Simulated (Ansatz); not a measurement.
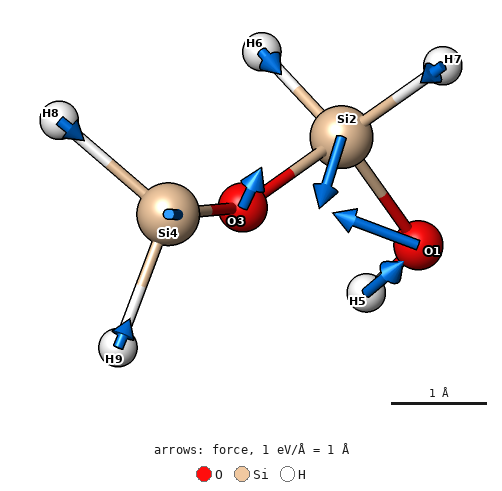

Starting geometry of Si2H5O2 (multiplicity 2) with the computed forces as blue arrows. The picture is a ball-and-stick view, seen from a free direction.

The start comes from PBE-D4/def2-SVP.

Method: UKS PBE0-D4/def2-TZVP in Ansatz.

Input file:
```yaml
crystal:
  periodic: [false, false, false]
  atoms:
    - {symbol: O, position_ang: [-2.003185, 1.016473, 0.616603]}
    - {symbol: Si, position_ang: [-0.402868, 1.074671, 0.145919]}
    - {symbol: O, position_ang: [0.179989, -0.462397, -0.155352]}
    - {symbol: Si, position_ang: [1.161152, -1.527341, -0.993101]}
    - {symbol: H, position_ang: [-2.170795, 0.611402, 1.484816]}
    - {symbol: H, position_ang: [0.460500, 1.665702, 1.227395]}
    - {symbol: H, position_ang: [-0.386747, 1.893846, -1.106019]}
    - {symbol: H, position_ang: [2.590870, -1.391550, -0.512010]}
    - {symbol: H, position_ang: [0.659683, -2.927005, -0.725352]}
basis:
  gaussian: {orbitals: def2-TZVP}
magnetization: {spin_polarized: true, initial_magnetization: 1}
hamiltonian: {xc: pbe0, dispersion: d4}
relax: {f_tol: 0.005, max_steps: 150}
```

Command:
```bash
ansatz run in.yaml --threads 2 --pin off --events-out ev --progress --plain --max-ram 32768MiB --backend cpu
```

What follows when this structure is relaxed?

It isn't relaxed: the largest force vector, on O1, is 0.98 eV/Å. The final displacements have little in common with the starting forces (cosine between the two patterns 0.24). The atom that moves furthest after the best rigid fit is O3 (0.69 Å). Largest moves by element: O 0.69 Å, H 0.68 Å, Si 0.14 Å. Near-neighbour distances that change, for instance: Si2–O3 1.671 → 1.634 Å, O1–Si2 1.669 → 1.638 Å, Si4–H8 1.515 → 1.490 Å, Si2–H6 1.505 → 1.482 Å. Bond angles that change, for instance: Si2–O3–Si4 151.7° → 146.2°, Si2–O1–H5 115.6° → 118.4°. Groups turn about Si2–O3 by about 95°, O3–Si4 by about 95°. After 25 accepted moves (26 points after the start) the energy has fallen by 10.0 kJ/mol. The largest force component goes from 0.88 to 0.003 eV/Å. The line search rejected the trial step at point 7 of the run. The run took roughly 4 core-minutes on a shared host.
